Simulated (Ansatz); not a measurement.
SiH₄SF₂: several calculations on one system

Part 1: Relaxation

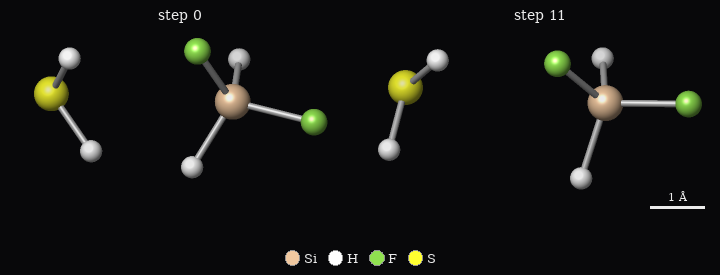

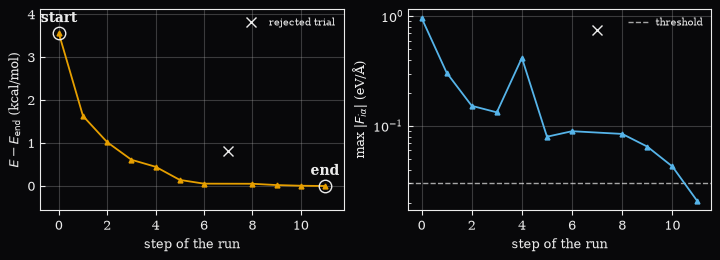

First and last geometry of a relaxation of SiH4SF2, with the history of the run. The picture is a ball-and-stick view, seen at a tilt.

The run prepares an end point of a later path (reaction) calculation, from a guessed geometry.

Theory: Ansatz, RKS BLYP/cc-pVDZ. Settings: no spin polarisation; force threshold 0.03 eV/Å; at most 50 steps.

What do the curves and the structures tell?

Answer. It converged. The energy falls by 3.56 kcal/mol in 10 accepted moves (11 points after the start). Largest force component: 0.97 eV/Å at the start, 0.021 eV/Å at the end. The line search rejected the trial step at point 7 of the run. An H atom moves most after the best rigid fit: 1.18 Å. By element the largest moves are H 1.18 Å, F 0.44 Å, Si 0.24 Å, S 0.19 Å. Among the contacts that change: H–Si 1.449 → 1.492 Å, H–S 1.365 → 1.370 Å.

Part 2: Relaxation

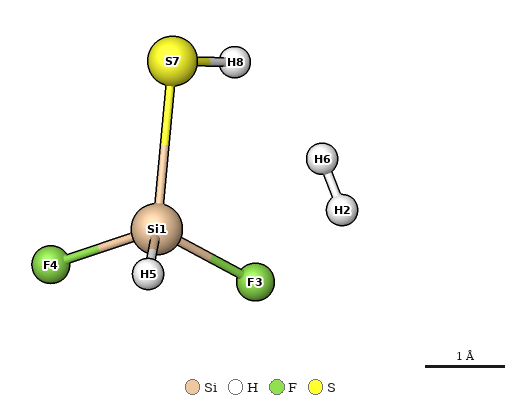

This is the input geometry for a relaxation of SiH4SF2. Style: ball-and-stick. Shown at a tilt.

The run prepares an end point of a later path (reaction) calculation, from a guessed geometry.

Theory: RKS BLYP/cc-pVDZ in Ansatz 0.2.0.

The input:
```yaml
crystal:
  periodic: [false, false, false]
  atoms:
    - { symbol: Si, position_ang: [-0.183704, 0.822334, -0.069568] }
    - { symbol: H, position_ang: [-1.032512, -1.767051, -0.223263] }
    - { symbol: F, position_ang: [-0.092661, 0.216359, -1.604957] }
    - { symbol: F, position_ang: [0.133304, 2.439026, -0.219251] }
    - { symbol: H, position_ang: [-1.560595, 0.697292, 0.471441] }
    - { symbol: H, position_ang: [-0.618966, -1.799912, 0.349519] }
    - { symbol: S, position_ang: [1.291052, -0.132608, 1.188036] }
    - { symbol: H, position_ang: [2.064081, -0.475439, 0.108043] }
basis:
  gaussian: { orbitals: cc-pVDZ }
hamiltonian:
  xc: blyp
relax:
  f_tol: 0.03
  max_steps: 50
```

Run as
```bash
ansatz run input.yaml --threads 2 --pin off --max-ram 3072MiB --backend cpu --events-out ev --progress --plain --runs-dir out
```

Q: Predict the outcome.

A: The energy falls by 0.301 eV in 26 accepted moves (28 points after the start). Largest force component: 2 eV/Å at the start, 0.019 eV/Å at the end. The line search rejected the trial steps at points 10, 13 of the run. The forces were under the threshold at step 16, but the run went on from there. The largest move after the best rigid fit is that of H6, 2.15 Å. Largest moves by element: H 2.15 Å, F 1.32 Å, S 1.04 Å, Si 0.48 Å. Among the contacts that change: H2–H6 0.707 → 0.768 Å, Si1–S7 2.161 → 2.154 Å, Si1–H5 1.485 → 1.490 Å, Si1–F3 1.653 → 1.658 Å. Bond angles that change, for instance: F4–Si1–H5 107.0° → 109.9°, H5–Si1–S7 112.6° → 109.7°. Groups turn about Si1–S7 by about 35°. Cost: 23 s on 2 threads of AMD EPYC 9R14 (Zen 4), with other jobs on the host, peak memory 0.14 GiB.

Step by step:

| step | E − E(0), eV | largest force component, eV/Å | note |
| --- | --- | --- | --- |
| 0 | 0.0000 | 2.0001 |  |
| 1 | -0.1590 | 0.1948 |  |
| 2 | -0.2040 | 0.1465 |  |
| 3 | -0.2231 | 0.0925 |  |
| 4 | -0.2329 | 0.1326 |  |
| 5 | -0.2390 | 0.1333 |  |
| 6 | -0.2429 | 0.3142 |  |
| 7 | -0.2483 | 0.2646 |  |
| 8 | -0.2582 | 0.1775 |  |
| 9 | -0.2640 | 0.2719 |  |
| 10 | -0.1536 | 1.7565 | rejected |
| 11 | -0.2719 | 0.1113 |  |
| 12 | -0.2773 | 0.0648 |  |
| 13 | -0.2761 | 0.5194 | rejected |
| 14 | -0.2804 | 0.0558 |  |
| 15 | -0.2822 | 0.2016 |  |
| 16 | -0.2883 | 0.0198 |  |
| 17 | -0.2911 | 0.1784 |  |
| 18 | -0.2935 | 0.1431 |  |
| 19 | -0.2958 | 0.0892 |  |
| 20 | -0.2975 | 0.0658 |  |
| 21 | -0.2979 | 0.1097 |  |
| 22 | -0.2988 | 0.0550 |  |
| 23 | -0.2993 | 0.0032 |  |
| 24 | -0.2998 | 0.0329 |  |
| 25 | -0.2998 | 0.0989 |  |
| 26 | -0.3001 | 0.0426 |  |
| 27 | -0.3003 | 0.0015 |  |
| 28 | -0.3006 | 0.0194 |  |

The structure at the end:

```xyz
8

Si   -0.0148    1.1458    0.2440
H    -1.3014   -2.5523   -0.8142
F    -0.5612   -0.2486   -0.4662
F     0.3402    2.1486   -1.0211
H    -1.0988    1.7409    1.0745
H    -1.5357   -3.2770   -0.9129
S     1.7184    0.7743    1.4682
H     2.4534    0.2683    0.4278
```

The end point in the same view:

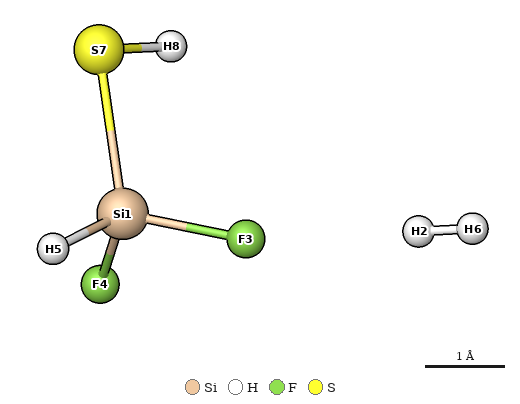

Limits of the set-up: the start holds two separate molecules, 2.6 Å apart at their closest, whose relative position is a soft coordinate and is computed without a dispersion correction.

Part 3: Path

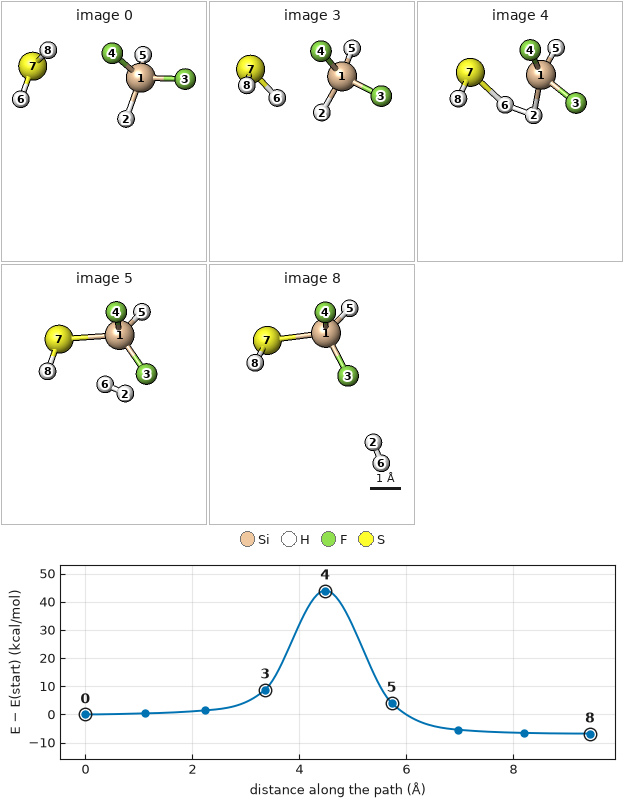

NEB run on SiH4SF2, made up at the start of SiH$_{2}$F$_{2}$ and H2S. Images are numbered from 0 (start) to 8 (end). Style: ball-and-stick. Shown at a tilt.

Method: RKS BLYP/cc-pVDZ in Ansatz 0.2.0. Settings: 7 movable images; climbing image; force threshold 0.05 eV/Å; iteration limit 60; starting path through a guess of the saddle point.

**Describe the mechanism and the energy profile.**

Breaking: H6–S7 (1.37 → 1.67 at the top → 5.72 Å), Si1–H2 (1.49 → 1.73 at the top → 4.06 Å). Forming: H2–H6 (3.65 → 1.03 at the top → 0.77 Å), Si1–S7 (3.84 → 2.50 at the top → 2.15 Å). Forward barrier 44.0 kcal/mol, backward barrier 50.8 kcal/mol, with image 4 at the top; the reaction energy is −6.8 kcal/mol. The band converged in 31 iterations. The largest component of the band force went from 15 to 0.044 eV/Å. The climbing image converged on the top of the path. Its vibrational analysis gives one imaginary mode (1101i cm⁻¹), as a transition state must have.

Limits of the set-up: the start holds two separate molecules, 2.4 Å apart at their closest, whose relative position is a soft coordinate and is computed without a dispersion correction.

The run took 2.4 min on 2 threads of AMD EPYC 9R14 (Zen 4), with other jobs on the host, peak memory 0.14 GiB.
